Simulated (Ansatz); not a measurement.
# UCCSDTQ/STO-3G run of BHClO (SMILES O[B]Cl)

What is the energy change on altering one bond length of BHClO at UCCSDTQ/STO-3G? 

Program for the calculation: Ansatz 0.2.0.

62 further runs of the same task are left out: 62 set aside as unsound or not needed.

### 1 The molecule

BHClO: 4 atoms, total charge 0, spin state doublet. As SMILES, `O[B]Cl`. The coordinates come from a PBE0-D4/def2-TZVP relaxation.

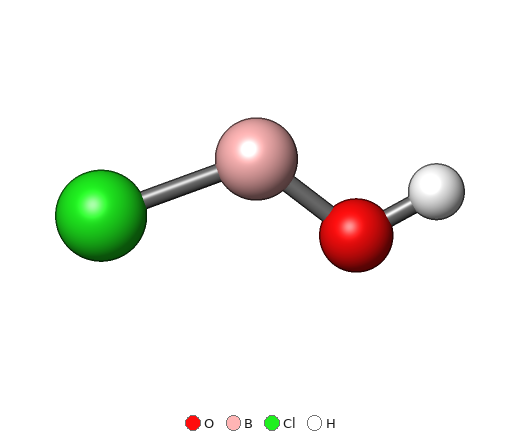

The structure, seen from a chosen angle (oxygen red, boron pink, chlorine green, hydrogen white).

### 2 The energy at UCCSDTQ/STO-3G

File job.yaml:

```yaml
basis:
  gaussian: {orbitals: STO-3G}
crystal:
  periodic: [false, false, false]
  atoms:
    - symbol: O
      position_ang: [0.545600, 0.191100, -0.589300]
    - symbol: B
      position_ang: [-0.429900, 0.065600, 0.312600]
    - symbol: Cl
      position_ang: [-0.557200, -1.323200, 1.352900]
    - symbol: H
      position_ang: [0.497000, 1.006200, -1.096500]
magnetization: {spin_polarized: true, initial_magnetization: 1}
correlation: {method: ccsdtq, frozen_orbitals: {B: 1, Cl: 5, H: 0, O: 1}}
accuracy: high
scf: {omitted_lower_state_checks: [cluster_reference, increment]}
```

Launch:

```
$ ansatz run job.yaml --threads 1 --pin off --max-ram 2610MiB --events-out events.jsonl --progress --plain --runs-dir runs
```

Standard output:

```text
Warning: RAYON_NUM_THREADS=1 ignored (pool sized by the plan → 1); use --threads N
Functional definition: HF
  name "HF"
  exchange = exact_x
  correlation = 0
these checks for a lower state are left out or cut short: cluster_reference, increment
349 factors; integrals over basis functions are off by at most 3.1e-8 eV
mean field evaluation 1: about -15056.4661 eV, gradient 1.4e1 eV
mean field evaluation 2: about -15056.5358 eV, gradient 1.4e1 eV
mean field evaluation 4: about -15058.4291 eV, gradient 2.1e0 eV
mean field evaluation 8: about -15058.5227 eV, gradient 1.0e-3 eV
mean field -15058.52107995 eV, -553.3904426559 hartree, gradient 1.3e-8 eV, S^2 0.755118; 0 other end points of the search recorded, 0 dependent functions left out
7 core orbitals not correlated: weight in the atoms' cores, before any rotation towards them, 1.000 or more for the frozen orbitals, at most 0.000 for the correlated occupied ones
reference -15058.52107995 eV, -553.3904426559 hartree; 9, 8 occupied and 4, 5 virtual orbitals, 349 factors
second order -2.07994215 eV of doubles, -0.00000000 eV of singles
cycle   1  -2.28110628 eV  change   -2.0e-1 eV  update   8.8e-2
cycle   2  -2.52018424 eV  change   -2.4e-1 eV  update   3.9e-2
cycle   3  -2.63420950 eV  change   -1.1e-1 eV  update   2.3e-2
cycle   4  -2.65515340 eV  change   -2.1e-2 eV  update   9.0e-3
cycle   5  -2.65954467 eV  change   -4.4e-3 eV  update   5.2e-3
cycle   6  -2.65919906 eV  change    3.5e-4 eV  update   2.4e-3
cycle   7  -2.66043349 eV  change   -1.2e-3 eV  update   1.5e-3
cycle   8  -2.66053080 eV  change   -9.7e-5 eV  update   6.3e-4
cycle   9  -2.66061942 eV  change   -8.9e-5 eV  update   3.2e-4
cycle  10  -2.66074364 eV  change   -1.2e-4 eV  update   1.4e-4
cycle  11  -2.66079721 eV  change   -5.4e-5 eV  update   6.5e-5
cycle  12  -2.66079380 eV  change    3.4e-6 eV  update   3.7e-5
cycle  13  -2.66076928 eV  change    2.5e-5 eV  update   1.5e-5
cycle  14  -2.66076356 eV  change    5.7e-6 eV  update   7.7e-6
cycle  15  -2.66075768 eV  change    5.9e-6 eV  update   3.7e-6
cycle  16  -2.66075815 eV  change   -4.8e-7 eV  update   1.8e-6
cycle  17  -2.66075961 eV  change   -1.5e-6 eV  update   1.1e-6
cycle  18  -2.66075986 eV  change   -2.4e-7 eV  update   5.4e-7
cycle  19  -2.66076006 eV  change   -2.1e-7 eV  update   2.1e-7
cycle  20  -2.66076013 eV  change   -6.7e-8 eV  update   1.3e-7
cycle  21  -2.66076016 eV  change   -3.1e-8 eV  update   5.0e-8
cycle  22  -2.66076015 eV  change    1.5e-8 eV  update   2.5e-8
cycle  23  -2.66076015 eV  change   -7.9e-9 eV  update   1.7e-8
cycle  24  -2.66076016 eV  change   -3.3e-9 eV  update   1.0e-8
cycle  25  -2.66076015 eV  change    2.4e-9 eV  update   7.0e-9
cycle  26  -2.66076015 eV  change    1.7e-9 eV  update   3.7e-9
cycle  27  -2.66076015 eV  change    2.9e-9 eV  update   1.6e-9
cycle  28  -2.66076015 eV  change   7.4e-10 eV  update  7.6e-10
Total energy: -15061.18184010 eV, -553.4882237879 hartree
Checks for a lower state left out: cluster_reference, increment
```

Wall time 75 s (1 thread of Arm Neoverse V1, shared host); peak memory 0.53 GiB.

### 3 The distorted shape

File run.yaml:

```yaml
basis:
  gaussian:
    orbitals: STO-3G
crystal:
  periodic: [false, false, false]
  atoms:
    - {symbol: O, position_ang: [0.557752, -0.012707, -0.462480]}
    - {symbol: B, position_ang: [-0.417748, -0.138207, 0.439420]}
    - {symbol: Cl, position_ang: [-0.545048, -1.527007, 1.479720]}
    - {symbol: H, position_ang: [0.497000, 1.006200, -1.096500]}
scf:
  omitted_lower_state_checks: [cluster_reference, increment]
magnetization:
  spin_polarized: true
  initial_magnetization: 1
correlation:
  method: ccsdtq
  frozen_orbitals: {B: 1, Cl: 5, H: 0, O: 1}
accuracy: high
```

Launch:

```
$ ansatz run run.yaml --threads 1 --pin off --max-ram 2610MiB --events-out events.jsonl --progress --plain --runs-dir runs
```

Standard output:

```text
Warning: RAYON_NUM_THREADS=1 ignored (pool sized by the plan → 1); use --threads N
[... 4 set-up lines as earlier in the session ...]
these checks for a lower state are left out or cut short: cluster_reference, increment
348 factors; integrals over basis functions are off by at most 3.6e-8 eV
mean field evaluation 1: about -15055.2057 eV, gradient 1.5e1 eV
mean field evaluation 2: about -15055.2719 eV, gradient 1.5e1 eV
mean field evaluation 4: about -15057.3631 eV, gradient 2.3e0 eV
mean field evaluation 8: about -15057.4828 eV, gradient 1.5e-1 eV
mean field evaluation 16: about -15057.4824 eV, gradient 1.5e-8 eV
mean field -15057.48240905 eV, -553.3522722045 hartree, gradient 1.6e-8 eV, S^2 0.757436; 0 other end points of the search recorded, 0 dependent functions left out
7 core orbitals not correlated: weight in the atoms' cores, before any rotation towards them, 1.000 or more for the frozen orbitals, at most 0.000 for the correlated occupied ones
reference -15057.48240905 eV, -553.3522722045 hartree; 9, 8 occupied and 4, 5 virtual orbitals, 348 factors
second order -2.45004266 eV of doubles, -0.00000000 eV of singles
cycle   1  -2.71401689 eV  change   -2.6e-1 eV  update   9.7e-2
cycle   2  -3.00604848 eV  change   -2.9e-1 eV  update   4.5e-2
cycle   3  -3.15593791 eV  change   -1.5e-1 eV  update   2.5e-2
cycle   4  -3.18082877 eV  change   -2.5e-2 eV  update   1.0e-2
cycle   5  -3.18817065 eV  change   -7.3e-3 eV  update   5.8e-3
cycle   6  -3.18879881 eV  change   -6.3e-4 eV  update   2.9e-3
cycle   7  -3.19024537 eV  change   -1.4e-3 eV  update   1.8e-3
cycle   8  -3.19029306 eV  change   -4.8e-5 eV  update   9.1e-4
cycle   9  -3.19039613 eV  change   -1.0e-4 eV  update   4.2e-4
cycle  10  -3.19059589 eV  change   -2.0e-4 eV  update   2.4e-4
cycle  11  -3.19065089 eV  change   -5.5e-5 eV  update   1.4e-4
cycle  12  -3.19064700 eV  change    3.9e-6 eV  update   8.1e-5
cycle  13  -3.19060616 eV  change    4.1e-5 eV  update   4.5e-5
cycle  14  -3.19059697 eV  change    9.2e-6 eV  update   2.5e-5
cycle  15  -3.19058199 eV  change    1.5e-5 eV  update   1.4e-5
cycle  16  -3.19059220 eV  change   -1.0e-5 eV  update   7.4e-6
cycle  17  -3.19059818 eV  change   -6.0e-6 eV  update   4.4e-6
cycle  18  -3.19059887 eV  change   -6.9e-7 eV  update   2.9e-6
cycle  19  -3.19060047 eV  change   -1.6e-6 eV  update   1.5e-6
cycle  20  -3.19060136 eV  change   -8.9e-7 eV  update   8.5e-7
cycle  21  -3.19060148 eV  change   -1.2e-7 eV  update   4.9e-7
cycle  22  -3.19060148 eV  change  -2.2e-10 eV  update   2.6e-7
cycle  23  -3.19060161 eV  change   -1.3e-7 eV  update   1.3e-7
cycle  24  -3.19060167 eV  change   -5.7e-8 eV  update   6.7e-8
cycle  25  -3.19060166 eV  change    4.0e-9 eV  update   4.1e-8
cycle  26  -3.19060168 eV  change   -1.7e-8 eV  update   2.2e-8
cycle  27  -3.19060167 eV  change    1.0e-8 eV  update   1.2e-8
cycle  28  -3.19060168 eV  change   -1.1e-8 eV  update   7.5e-9
cycle  29  -3.19060168 eV  change  -2.6e-10 eV  update   3.6e-9
cycle  30  -3.19060168 eV  change   4.1e-11 eV  update   2.1e-9
Total energy: -15060.67301073 eV, -553.4695246535 hartree
Checks for a lower state left out: cluster_reference, increment
```

Run time: 77 s. Hardware: 1 thread of Arm Neoverse V1, shared host; peak memory 0.53 GiB.

### 4 Results

At UCCSDTQ/STO-3G, 7 core orbitals frozen:

```
                                                         quantity          value
                                        first shape: total energy  -553.48822 Eh
         first shape: correlation energy (7 core orbitals frozen)      -97.8 mEh
                   first shape: ⟨S²⟩ of the reference determinant          0.755
                                       first shape: T1 diagnostic          0.016
                                    distorted shape: total energy  -553.46952 Eh
     distorted shape: correlation energy (7 core orbitals frozen)     -117.3 mEh
               distorted shape: ⟨S²⟩ of the reference determinant          0.757
                                   distorted shape: T1 diagnostic          0.017
energy change with the O1–H4 bond stretched from 0.961 to 1.202 Å       0.509 eV
```

What this shows: With the O1–H4 bond stretched from 0.961 to 1.202 Å the energy rises by 0.51 eV (49.1 kJ/mol). The first shape isn't relaxed at this level, so the change isn't measured from a minimum. The minimal basis adds a large error of its own.
